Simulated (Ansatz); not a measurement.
# TiTe2 (CdI2 type): energy against volume

TiTe2 (CdI2 type)

```xyz
3
Lattice="3.7840 0.0000 0.0000 -1.8920 3.2770 0.0000 0.0000 0.0000 6.6016" Properties=species:S:1:pos:R:3 pbc="T T T"
Ti     0.0000     0.0000     0.0000
Te     0.0000     2.1847     1.6956
Te     1.8920     1.0923     4.9060
```

This relaxed cell (volume V₀) is scaled evenly in all directions, its shape held. The atoms relax within the cell's symmetry.

Level of theory: r2SCAN+rVV10 (plane waves to 500 eV, PAW, scalar-relativistic; Ansatz, a program for electronic structure). k mesh 14×14×7 (Γ-centred), Fermi-Dirac smearing 0.05 eV. Energies are smeared free energies. Compression counts positive. With the shape held, the modulus is that of even scaling; a crystal free to change shape is softer. Spin-orbit coupling is left out, though Te is heavy. TiTe2 is run without spin polarisation. TiTe2 was relaxed with its symmetry unable to fall. ΔE is measured from the relaxed starting cell.

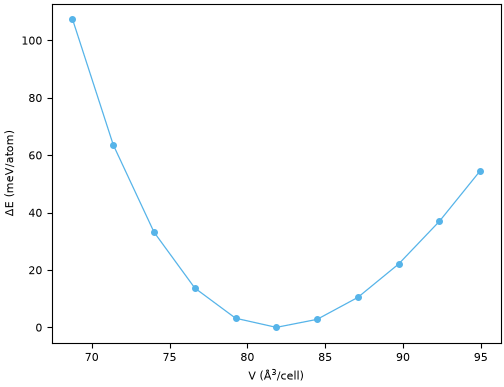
Figure: ΔE (meV/atom) against V (Å³/cell); one marker a computed point.

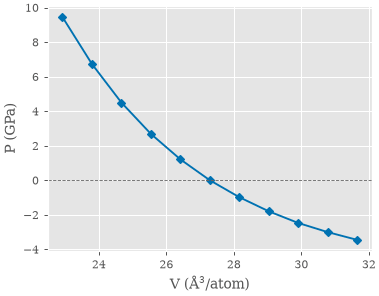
*P (GPa) against V (Å³/atom); computed points joined by lines.*

The equilibrium volume of the fit is 27.29 Å³/atom and the pressure at the smallest volume is 9.4 GPa. The energy cost of the largest expansion is 55 meV/atom. The pressure derivative B₀′ (fit) is 5.3 and the pressure for 5 % compression (fit) comes out as 2.0 GPa.

P = (3B₀/2)(x⁷ − x⁵)[1 + ¾(B₀′ − 4)(x² − 1)] with x = (1/0.95)^(1/3), B₀ = 34.2 GPa and B₀′ = 5.28.

(Under strain, the slope of the energy per volume gives the stress and its curvature an elastic modulus.)
